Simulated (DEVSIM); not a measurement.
System: In0.53Ga0.47As p-n junction from an implanted or diffused profile, at 300 K.

```csv
layer (left to right),material,thickness (μm),Nd (cm⁻³),τn (s),τp (s)
1,In0.53Ga0.47As,20.0,1.7e15,3.8e-9,3.8e-9
```

Added acceptor profile: 2.6e17 cm⁻³ × exp(−(x − 0.023 μm)²/(2·(0.019 μm)²)). Left contact: ohmic. Right contact: ohmic. Voltage is applied to the left contact. Recombination: SRH at mid-gap. Mobility is μmin + (μ − μmin)/(1 + (N/Nref)^α).

Constants are typed, rounded textbook-type inputs, not results; the design itself was drawn at random and stands for no fabricated device. Values at 300 K.

```
parameter      In0.53Ga0.47As
-------------  --------------
gap (eV)                 0.74
affinity (eV)            4.51
permittivity             13.9
Nc (cm⁻³)              2.1e17
Nv (cm⁻³)              7.7e18
μn (cm²/Vs)             12000
μp (cm²/Vs)               300
μn,min                    300
μp,min                     10
Nref,n                 1.3e17
Nref,p                 4.9e17
αn                       0.48
αp                        0.4
```

Model (solved in DEVSIM): 1D drift-diffusion, Boltzmann statistics, complete ionisation; no tunnelling, impact ionisation, image-force lowering or self-heating.

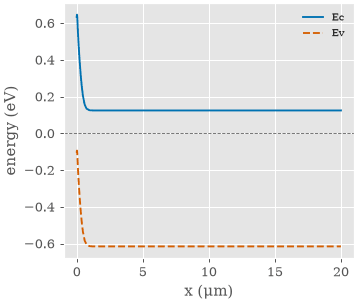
Fig. 1. Band edges at zero bias

Energies count from the Fermi level of the right contact; mesh points crowd at the junctions.

```
x (μm)   Ec (eV)  Ev (eV)  n (cm⁻³)  p (cm⁻³)  field (V/cm)
-------  -------  -------  --------  --------  ------------
0.000      0.633   -0.107   4900000    1.2e17          9200
0.01821    0.646   -0.094   3000000    2.0e17          2500
0.03486    0.640   -0.100   3700000    1.6e17         -9200
0.05007    0.620   -0.120   8200000    7.3e16        -17000
0.06974    0.586   -0.154     3.1e7    2.0e16        -17000
0.08380    0.563   -0.177     7.4e7    8.1e15        -15000
0.09824    0.542   -0.198     1.7e8    3.6e15        -14000
0.1189     0.514   -0.226     4.9e8    1.2e15        -13000
0.1526     0.472   -0.268     2.5e9    2.4e14        -12000
0.2265     0.390   -0.350    6.0e10    1.0e13        -10000
0.3881     0.252   -0.488    1.2e13    4.9e10         -6700
0.9593     0.126   -0.614    1.6e15     3.7e8          -130
1.991      0.125   -0.615    1.7e15     3.5e8           ≈ 0
4.249      0.125   -0.615    1.7e15     3.5e8           ≈ 0
11.15      0.125   -0.615    1.7e15     3.5e8           ≈ 0
15.93      0.125   -0.615    1.7e15     3.5e8           ≈ 0
18.14      0.125   -0.615    1.7e15     3.5e8           ≈ 0
19.15      0.125   -0.615    1.7e15     3.5e8           ≈ 0
19.72      0.125   -0.615    1.7e15     3.5e8           ≈ 0
19.89      0.125   -0.615    1.7e15     3.5e8           ≈ 0
19.96      0.125   -0.615    1.7e15     3.5e8           ≈ 0
20.00      0.125   -0.615    1.7e15     3.5e8           ≈ 0
```
